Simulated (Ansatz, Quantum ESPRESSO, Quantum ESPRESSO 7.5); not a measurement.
# Cl-CC-Cl chair, 1 layer in a field-effect set-up

How rigid are the bands of Cl-CC-Cl chair, 1 layer under field-effect doping?

Calculated with Quantum ESPRESSO 7.5; plane-wave DFT, PBE, GBRV ultrasoft pseudopotentials (geometry by Ansatz 0.2.0 with PAW datasets; geometry under PBE).

**1. The starting structure**

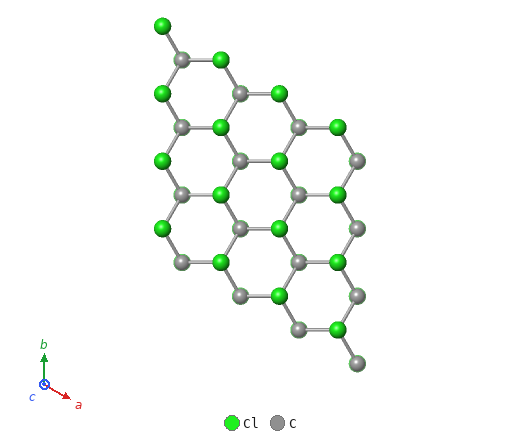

Start, viewed from above; chlorine green, carbon grey. 4×4×1 cells are drawn.

The cell holds 4 atoms: 2 Cl and 2 C. Cell: a = 2.508 Å, b = 2.508 Å, c = 26.067 Å, α = 90.0°, β = 90.0°, γ = 120.0°. Vacuum lies along c.

This sheet is a model structure: its symmetry is held, and its stability is not tested here.

**2. Geometry from Ansatz**

The geometry comes first, from a plane-wave PAW code, so that the later runs on this slab share one structure.

The input, input.yaml:

```yaml
crystal:
  lattice:
    - [2.508, 0.0, 0.0]
    - [-1.254, 2.1719917127, 0.0]
    - [0.0, 0.0, 26.0666666667]
  atoms:
    - { symbol: Cl, position: [0.6666666667, 0.3333333333, 0.4219948849] }
    - { symbol: C, position: [0.6666666667, 0.3333333333, 0.4902813299] }
    - { symbol: C, position: [0.3333333333, 0.6666666667, 0.5097186701] }
    - { symbol: Cl, position: [0.3333333333, 0.6666666667, 0.5780051151] }
kpoints:
  mp_grid: { grid: [12, 12, 1] }
hamiltonian:
  xc: pbe
scf:
  occupations: { method: fermi_dirac, width: 0.05 }
  convergence: { dr2_threshold: 1.0e-08 }
efield:
  axis: 3
  dipole_correction: true
  ramp_position: 0.97
  ramp_width: 0.04
relax:
  f_tol: 0.01
  cell: { fix: [c, alpha, beta] }
output:
  write_potential: true
  write_density: true
  volumetric_format: npy
```

On the command line:

```console
$ ansatz run input.yaml --threads 4 --pin off --max-ram 8192MiB --backend cpu --events-out ev --progress --plain --runs-dir out
```

Numbers of over 12 decimals in the logs are rounded to 6 here.

Output:

```text
Warning: relax.cell: scf.convergence.dr2_threshold = 1e-8 eV is looser than the 4e-10 eV advised for a relaxation that steers and ends on the stress (1e-10 eV for each atom of the cell: 4). What an SCF threshold leaves in a stress goes as its square root, and in the free energy as the threshold itself, and one threshold admits the most on a small cell: [figures from the program's tests cut] Set scf.convergence.dr2_threshold to 4e-10 eV or tighter. The threshold is an SCF's pass mark: one that does not reach it within its budget of iterations ends unconverged, or closes short of it on a stop that the run arms, and scf.convergence.dr2_threshold's page says what that costs each kind of run
Engine: ansatz 0.2.0, aarch64-unknown-linux-gnu
Pseudopotentials: kind: paw
Pseudopotential: Cl, paw, valence charge 7, recommended cutoff 420 eV (normal), Cl.paw.azcp
Pseudopotential: C, paw, valence charge 4, recommended cutoff 420 eV (normal), C.paw.azcp
Functional definition: PBE
  parameter kappa = 0.804
  parameter beta = 0.066725
  exchange = pbe_x(kappa = kappa, mu = beta*pi^2/3)
  correlation = pbe_c(beta = beta)
Crystal: 4 atoms, lattice volume = 141.994 Å³
Basis set: ecut = 420 eV, 2745 PW (Γ), exchange–correlation on 36×36×360 points (8 copies of the dense FFT grid, shifted against one another)
Bands: 15, of which v1, the nominal top of the filled ones, is band 11 counted from 1 (10 counted from 0)
Symmetry: 6 space group operations
k-points: 19 of 144 (time reversal used)
Non-local potential: Cl, projectors of the file, l = 0: 2, l = 1: 2, l = 2: 2
Non-local potential: C, projectors of the file, l = 0: 2, l = 1: 2, l = 2: 1
PAW form: soft (Blöchl's): semilocal exchange-correlation on the pseudo side does not see the compensation charge
PAW one-centre angular grid: Cl, 110 points (default); XC on 64 Gauss nodes
PAW one-centre angular grid: C, 110 points (default); XC on 64 Gauss nodes
Initial density: superposition of atomic densities (neutral atoms: chi_scale 0, normalization atom), corrected by the library's trained network
Initial wavefunctions: pseudopotential atomic-orbital guess
Functional: x = pbe(κ = 0.804, μ = 0.219515), c = pbe(β = 0.066725)
SCF iter   1: F=—  HF=-2655.204116 eV  |F-HF|=—  |Δ(HF+E_count)|=         —  Δρ=7.79e-3  dr2=4.12e-1  ethr=1.77e-3  p=-0.000 e·Å  D=-1.20e-6 V/Å  ΔV_dip=0.00 eV  dr2_dipole=5.60e-7  V_vac-E_F(+/−)=1.95/1.95 eV  ⟨swp⟩=9.5  Hψ=2243  notcnv=0
efield: sawtooth ramp at fractional position 0.9700 (set: `efield.ramp_position`, or a place that a band, a saddle search or an elastic batch's reference lends), width 0.0400; the density the first Hamiltonian is built on has a dipole p = -0.000 e·Å; the dipole correction subtracts the counter field D = -1.20e-6 V/Å, which shifts the + side's vacuum level by +0.00 eV against the − side's; the planar-averaged density in the ramp window peaks in size at 2.2e-6 e/Å³
preconditioner: auto → LDOS  [metal: Δε(μ)=0.138 eV  Ē_g=13.333 eV  σ=0.050 eV  W_gap=0.47  n_scr=16 (ndim 8)  ℏωp=14.6 eV  f_vac=0.688  D(μ)=0.90/eV (n_scr^D=8)  β→1.0]
SCF iter   2: F=—  HF=-2655.184279 eV  |F-HF|=—  |Δ(HF+E_count)|=   1.98e-2  Δρ=7.40e-3  dr2=2.30e-1  ethr=1.77e-3  p=0.000 e·Å  D=2.80e-5 V/Å  ΔV_dip=-0.00 eV  dr2_dipole=8.73e-7  V_vac-E_F(+/−)=3.37/3.38 eV  ⟨swp⟩=3.8  Hψ=670  notcnv=0
SCF iter   3: F=—  HF=-2655.143212 eV  |F-HF|=—  |Δ(HF+E_count)|=   4.11e-2  Δρ=1.37e-3  dr2=7.95e-3  ethr=1.05e-3  p=-0.000 e·Å  D=-4.93e-6 V/Å  ΔV_dip=0.00 eV  dr2_dipole=1.80e-8  V_vac-E_F(+/−)=3.13/3.13 eV  ⟨swp⟩=2.9  Hψ=573  notcnv=0
SCF iter   4: F=—  HF=-2655.141790 eV  |F-HF|=—  |Δ(HF+E_count)|=   1.42e-3  Δρ=2.59e-4  dr2=1.59e-4  ethr=3.61e-5  p=-0.000 e·Å  D=-2.67e-6 V/Å  ΔV_dip=0.00 eV  dr2_dipole=3.29e-9  V_vac-E_F(+/−)=3.26/3.26 eV  ⟨swp⟩=2.8  Hψ=572  notcnv=0
SCF iter   5: F=—  HF=-2655.141799 eV  |F-HF|=—  |Δ(HF+E_count)|=   8.61e-6  Δρ=4.95e-5  dr2=3.92e-6  ethr=7.24e-7  p=-0.000 e·Å  D=-1.51e-6 V/Å  ΔV_dip=0.00 eV  dr2_dipole=1.35e-9  V_vac-E_F(+/−)=3.32/3.32 eV  ⟨swp⟩=2.6  Hψ=612  notcnv=0
SCF iter   6: F=—  HF=-2655.141807 eV  |F-HF|=—  |Δ(HF+E_count)|=   8.18e-6  Δρ=6.69e-6  dr2=7.06e-8  ethr=1.78e-8  p=0.000 e·Å  D=3.13e-7 V/Å  ΔV_dip=-0.00 eV  dr2_dipole=6.76e-11  V_vac-E_F(+/−)=3.32/3.32 eV  ⟨swp⟩=2.9  Hψ=597  notcnv=0
SCF iter   7: F=-2655.141807 eV  HF=-2655.141807 eV  |F-HF|=2.84e-10  |Δ(HF+E_count)|=   2.66e-8  Δρ=1.25e-6  dr2=2.95e-9  ethr=4.55e-11  p=0.000 e·Å  D=2.34e-7 V/Å  ΔV_dip=-0.00 eV  dr2_dipole=2.89e-12  V_vac-E_F(+/−)=3.32/3.32 eV  ⟨swp⟩=11.1  Hψ=2358  notcnv=0
SCF 1 converged in 7 iterations: F = -2655.141807 eV  dr2 = 2.95e-9
  greatest PAW one-centre occupation: 0.925 electrons in one spin orbital (limit 2), on the Cl atom at site 0 (counted from 0), in its partial waves of l = 0
relax step   1: F+E_penalty+E_count = -2655.14180718 eV  Δ(F+E_penalty+E_count) = +0.000e0 eV  max|allowed force component| = 2.289e0 eV/Å  Δτ_max = 0.0000 Å  P = +15.354 GPa  Ω = 141.994 Å³  fix = [c, alpha, beta]  reactions: c +5.340 GPa  (7 SCF iters, accepted)
Crystal: 4 atoms, lattice volume = 156.176 Å³
Basis set: ecut = 420 eV, 3129 PW (Γ), exchange–correlation on 36×36×360 points (8 copies of the dense FFT grid, shifted against one another)
Initial density: handed on by an earlier stage of this run
Initial wavefunctions: those handed on with the density
iter 1 solved again at ethr=2.66e-3 eV; its pass at ethr=3.10e-3 eV (dr2=5.85e-1 eV) is discarded
SCF iter   1: F=—  HF=-2656.732860 eV  |F-HF|=—  |Δ(HF+E_count)|=         —  Δρ=1.25e-2  dr2=5.87e-1  ethr=2.66e-3  p=0.000 e·Å  D=3.89e-7 V/Å  ΔV_dip=-0.00 eV  dr2_dipole=3.54e-11  V_vac-E_F(+/−)=3.65/3.65 eV  ⟨swp⟩=1.0  Hψ=2406  notcnv=0
efield: sawtooth ramp at fractional position 0.9700 (set: `efield.ramp_position`, or a place that a band, a saddle search or an elastic batch's reference lends), width 0.0400; the density the first Hamiltonian is built on has a dipole p = 0.000 e·Å; the dipole correction subtracts the counter field D = 3.89e-7 V/Å, which shifts the + side's vacuum level by -0.00 eV against the − side's; the planar-averaged density in the ramp window peaks in size at 3.3e-7 e/Å³
preconditioner: auto → LDOS  [insulator: Δε(μ)=0.167 eV  Ē_g=13.108 eV  σ=0.050 eV  W_gap=0.63  n_scr=16 (ndim 8)  ℏωp=13.9 eV  f_vac=0.697  D(μ)=0.64/eV (n_scr^D=6)  ε∞_Penn≈2.1  β→1.0]
[...]
relax step  10: F+E_penalty+E_count = -2657.88134016 eV  Δ(F+E_penalty+E_count) = -5.655e-3 eV  max|allowed force component| = 1.112e-2 eV/Å  Δτ_max = 0.0016 Å  P = +0.044 GPa  Ω = 191.150 Å³  energy of the carried Pulay correction = -1.070e-3 eV  fix = [c, alpha, beta]  reactions: c -0.005 GPa  (7 SCF iters, accepted)
relax step  11: F+E_penalty+E_count = -2657.88127873 eV  Δ(F+E_penalty+E_count) = +6.143e-5 eV  max|allowed force component| = 5.862e-4 eV/Å  Δτ_max = 0.0004 Å  P = +0.000 GPa  Ω = 191.473 Å³  energy of the carried Pulay correction = -1.202e-3 eV  fix = [c, alpha, beta]  reactions: c +0.004 GPa  (5 SCF iters, accepted)
iter 1 solved again at ethr=2.63e-6 eV; its pass at ethr=3.10e-3 eV (dr2=5.79e-4 eV) is discarded
SCF iter   1: F=—  HF=-2657.882418 eV  |F-HF|=—  |Δ(HF+E_count)|=         —  Δρ=3.56e-5  dr2=3.93e-7  ethr=2.63e-6  p=-0.000 e·Å  D=-2.61e-6 V/Å  ΔV_dip=0.00 eV  dr2_dipole=2.97e-10  V_vac-E_F(+/−)=3.17/3.17 eV  ⟨swp⟩=3.0  Hψ=2697  notcnv=0
efield: sawtooth ramp at fractional position 0.9700 (set: `efield.ramp_position`, or a place that a band, a saddle search or an elastic batch's reference lends), width 0.0400; the density the first Hamiltonian is built on has a dipole p = -0.000 e·Å; the dipole correction subtracts the counter field D = -2.61e-6 V/Å, which shifts the + side's vacuum level by +0.00 eV against the − side's; the planar-averaged density in the ramp window peaks in size at 5.5e-7 e/Å³
eigensolver tolerance schedule: the retry pair's looser diagonalisation over-reported the residual by 1473.73 of it (diagonalisation noise at an unbounded share of the residual, at the tolerance the schedule requests for it); recorded, not acted on — ethr = c·dr2/N_el stays at c = 1.0e-1
preconditioner: auto → none  [insulator: Δε(μ)=1.514 eV  Ē_g=12.212 eV  σ=0.050 eV  W_gap=1.00  n_scr=14 (ndim 8)  ℏωp=12.6 eV  f_vac=0.710  D(μ)=0.00/eV (n_scr^D=0)  ε∞_Penn≈2.1]
SCF iter   2: F=—  HF=-2657.882471 eV  |F-HF|=—  |Δ(HF+E_count)|=   5.37e-5  Δρ=1.78e-5  dr2=2.15e-7  ethr=1.78e-9  p=0.000 e·Å  D=9.24e-6 V/Å  ΔV_dip=-0.00 eV  dr2_dipole=2.23e-9  V_vac-E_F(+/−)=3.17/3.17 eV  ⟨swp⟩=3.1  Hψ=672  notcnv=0
SCF iter   3: F=—  HF=-2657.882481 eV  |F-HF|=—  |Δ(HF+E_count)|=   9.99e-6  Δρ=1.06e-5  dr2=3.22e-7  ethr=9.77e-10  p=-0.000 e·Å  D=-2.26e-5 V/Å  ΔV_dip=0.00 eV  dr2_dipole=1.56e-8  V_vac-E_F(+/−)=3.17/3.17 eV  ⟨swp⟩=2.4  Hψ=452  notcnv=0
SCF iter   4: F=—  HF=-2657.882486 eV  |F-HF|=—  |Δ(HF+E_count)|=   5.03e-6  Δρ=3.41e-6  dr2=3.87e-8  ethr=9.77e-10  p=0.000 e·Å  D=1.86e-5 V/Å  ΔV_dip=-0.00 eV  dr2_dipole=9.42e-9  V_vac-E_F(+/−)=3.17/3.17 eV  ⟨swp⟩=2.1  Hψ=388  notcnv=0
iter 5 met the thresholds in force, and the SCF goes on: an eigenvalue changes by 12.41 meV, over its tolerance of 3.16 meV (output.eigenvalues, Limitations)
SCF iter   5: F=-2657.882488 eV  HF=-2657.882487 eV  |F-HF|=5.55e-7  |Δ(HF+E_count)|=   7.63e-7  Δρ=1.98e-6  dr2=7.76e-9  ethr=4.55e-11  p=-0.000 e·Å  D=-6.92e-6 V/Å  ΔV_dip=0.00 eV  dr2_dipole=1.63e-9  V_vac-E_F(+/−)=3.17/3.17 eV  ⟨swp⟩=10.1  Hψ=2301  notcnv=0
SCF iter   6: F=-2657.882488 eV  HF=-2657.882487 eV  |F-HF|=1.19e-7  |Δ(HF+E_count)|=   4.42e-7  Δρ=8.09e-7  dr2=8.68e-10  ethr=3.53e-11  p=-0.000 e·Å  D=-1.58e-6 V/Å  ΔV_dip=0.00 eV  dr2_dipole=1.36e-10  V_vac-E_F(+/−)=3.17/3.17 eV  ⟨swp⟩=7.8  Hψ=1892  notcnv=0
SCF 12 converged in 6 iterations: F = -2657.882488 eV  dr2 = 8.68e-10
relax step  12: F+E_penalty+E_count = -2657.88248756 eV  Δ(F+E_penalty+E_count) = -1.209e-3 eV  max|allowed force component| = 9.665e-4 eV/Å  Δτ_max = 0.0000 Å  P = +0.000 GPa  Ω = 191.473 Å³  fix = [c, alpha, beta]  reactions: c -0.001 GPa  stress off target by 5.95e-4 GPa on what of the cell is left free  SCF on the basis re-selected at this cell (its energy is not comparable with the rows above)  (6 SCF iters)
basis re-selected at this cell: Δ(F+E_penalty+E_count) = -1.209e-3 eV, ΔP = +0.000 GPa vs the last step (what re-selecting the basis moved, of the pressure what is left beyond the Pulay correction that the steps carried, after the strain that the cell walked since its last selection, with what the two solves' SCF thresholds leave and, on support functions, any second-order correction that the steps lacked; it is no m [...]
WARN: The output density's exchange-correlation potential varies sharply where the density is thin. Do not read a vacuum level from v_tot or v_xc, or from such a field of the output density. On a cell that repeats whose density bears no net charge and no dipole along the vacuum's axis use v_es (v_loc + v_h of the components); under efield.dipole_correction with no amplitude use v_es + v_field, which holds any externa [...]
SCF converged after 6 iterations
an eigenvalue changed by more than its tolerance at an iteration that met the thresholds in force, so the SCF went on 1 time: the last check found none over its tolerance
Free energy (F): -2657.882488 eV
Harris-Foulkes:  -2657.882487 eV  (|F-HF|=1.19e-7)
Internal energy: -2657.882488 eV  (E = F + TS)
E sigma→0 (E₀):  -2657.882488 eV
Entropy (-TS):   -0.000000 eV (-0.000 meV/atom)
Fermi energy:    0.075481 eV
Dipole field:    D = 0.000014 V/Å  (p = 0.000015 e·Å, saw-weighted, corrected)
Work function:   Φ+ = 3.1677 eV   Φ− = 3.1681 eV
Levels:          The Fermi level and band energies are counted from a zero that moves with the ramp; work functions are not
--- Per-component energies (eV) ---
  E_band       = -199.582869
  E_kinetic    = 495.274448
  E_local      = -16168.483628  (includes V_loc(G=0)·N_el)
  E_nonlocal   = 109.353658
  E_hartree    = 7864.886785
  E_xc         = -308.311035
  E_vxc        = -360.673998  (∫ρ·V_xc dr)
  E_paw        = -1515.292311  (= ΣΔE_a)
  E_vpaw       = -4.827787  (= ΣTr[D̂ρ^β])
  E_aug_tail   = 0.000187  (compensation charges beyond the density's cutoff)
  E_efield     = 0.000000  (sawtooth field / dipole correction)
  E_vefield    = -0.000083  (∫n·V_field dr)
  E_ewald      = 6864.689409
  E_smearing   = -0.000000  (= −TS)
  E_closure    = 0.000000  (closes the sum)
  Σ components = -2657.882488   (vs F -2657.882488, Δ=0.00e0)
--- Forces (eV/Å), atoms counted from 1 ---
  atom   1  Cl    -0.00000000    -0.00000000     0.00000024
  atom   2  C      0.00000000     0.00000000     0.00096362
  atom   3  C      0.00000000    -0.00000000    -0.00093279
  atom   4  Cl    -0.00000000     0.00000000    -0.00004240
  max |Σ_I F_I| component: 1.13e-5 eV/Å
--- Stress (GPa, compression-positive) ---
        0.000595       0.000000      -0.000000
        0.000000       0.000595      -0.000000
       -0.000000      -0.000000      -0.000616
  P = ⅓ Tr σ = 0.0002 GPa (0.002 kbar)
--- Band table (eV; the first three rows and the last of 19) ---
  k-point 0: bands = [... 7 lower, -1.9734, -1.9734, -0.7052, -0.7052, 0.8090, 1.1021, 2.3130, 3.0445]
  k-point 1: bands = [... 7 lower, -2.4028, -2.0397, -1.1952, -0.8046, 1.1028, 1.3848, 2.3940, 3.1003]
  k-point 2: bands = [... 7 lower, -3.3876, -2.3571, -2.2408, -1.0639, 1.4617, 1.7074, 2.6395, 3.7430]
  k-point 18: bands = [... 7 lower, -6.0848, -5.0067, -5.0067, -4.7071, 3.3797, 3.3797, 4.5097, 5.6579]
--- Relaxed structure (10 steps of the walk, 9 accepted, 2 SCFs on fresh bases) ---
  F+E_penalty+E_count = -2657.88248756 eV   max|allowed force component| = 9.665e-4 eV/Å   (the final SCF, on the basis selected at the relaxed cell)
  cell:  # Å, volume = 191.4730 Å³
    - [2.912364, 0, 0]
    - [-1.456182, 2.522181, 0]
    - [0, 0, 26.0666666667]
  atoms:
    - { symbol: Cl, position: [0.666667, 0.333333, 0.422981] }
    - { symbol: C, position: [0.666667, 0.333333, 0.490236] }
    - { symbol: C, position: [0.333333, 0.666667, 0.509764] }
    - { symbol: Cl, position: [0.333333, 0.666667, 0.577019] }
```

Wall time 16 s (4 threads of Arm Neoverse V2, shared host); peak memory 0.43 GiB.

Relaxation path:

```csv
step,energy less that of the first step (eV),largest force component (eV/Å),pressure (GPa),volume (Å³)
1,0.0000,2.2895,15.35,141.99
2,-1.4582,0.6062,8.50,156.18
3,-2.2654,0.9956,2.95,171.02
4,-2.5901,1.1044,-0.15,186.35
5,-2.6161,0.4189,-0.54,188.80
6,-2.6249,0.0687,-0.14,188.41
7,-2.6243,0.1603,-0.01,188.42
8,-2.6251,0.0005,-0.06,188.37
9*,-2.7339,0.0252,0.47,188.37
10,-2.7395,0.0111,0.04,191.15
11,-2.7395,0.0006,0.00,191.47
12*,-2.7407,0.0010,0.00,191.47
```

Relaxation steps marked * repeat the geometry before them on a plane-wave basis chosen anew for their cell, so energy and pressure can jump there. Relaxation step 7 was tried and not accepted.

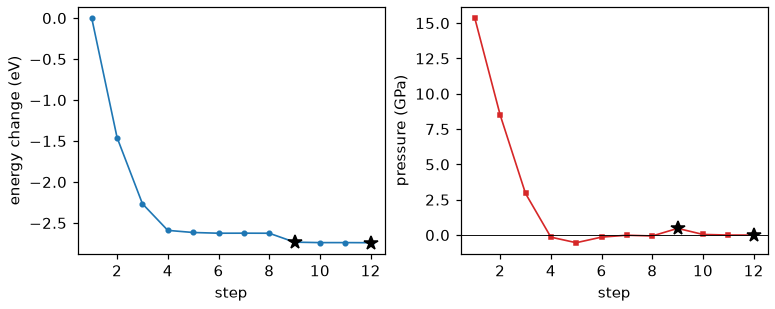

Energy and pressure along the relaxation. Stars mark steps on a basis chosen anew.

```csv
cell as run,before,after,change
a (Å),2.508,2.912,+16.1 %
b (Å),2.508,2.912,+16.1 %
```

The atoms that moved most (Å, along periodic axes as changes of fractional coordinates times the final cell, across vacuum about the mean position):

```csv
atom,dx,dy,dz,length
Cl1,0.000,0.000,0.026,0.026
Cl4,0.000,0.000,-0.026,0.026
```

The relaxed structure:

```cif
data_structure
_symmetry_space_group_name_H-M 'P 1'
_symmetry_Int_Tables_number 1
_cell_length_a 2.9124
_cell_length_b 2.9124
_cell_length_c 26.0667
_cell_angle_alpha 90.000
_cell_angle_beta 90.000
_cell_angle_gamma 120.000
_cell_volume 191.47
loop_
_atom_site_label
_atom_site_type_symbol
_atom_site_fract_x
_atom_site_fract_y
_atom_site_fract_z
_atom_site_occupancy
Cl1 Cl 0.66667 0.33333 0.42298 1
C2 C 0.66667 0.33333 0.49024 1
C3 C 0.33333 0.66667 0.50976 1
Cl4 Cl 0.33333 0.66667 0.57702 1
```

This step gave:

```
free energy                                                      : -2657.8825 eV
Fermi energy                                                     : 0.07548 eV
gap by band count                                                : 1.514 eV
symmetry operations                                              : 6
dipole along the normal                                          : 1.53e-5 e·Å
vacuum level at the upper face over a Fermi level inside the gap : 3.168 eV
vacuum level at the lower face over a Fermi level inside the gap : 3.168 eV
```

(Continued in part 2 of 7.)

[Logs are printed without paths, hosts, clocks, repeated set-up lines and the standing remarks that a program may print on its own settings, such as how far it seeks lower states.]

[Hosts, paths, dates, database ids (printed as entryN), source tags and the programs' standing remarks are cut or masked in the printed files.]

[Maps of the electrostatic potential energy from Ansatz leave out the sawtooth potential of an applied field or a dipole correction, so their vacuum need not be flat; planar profiles and work functions include it.]
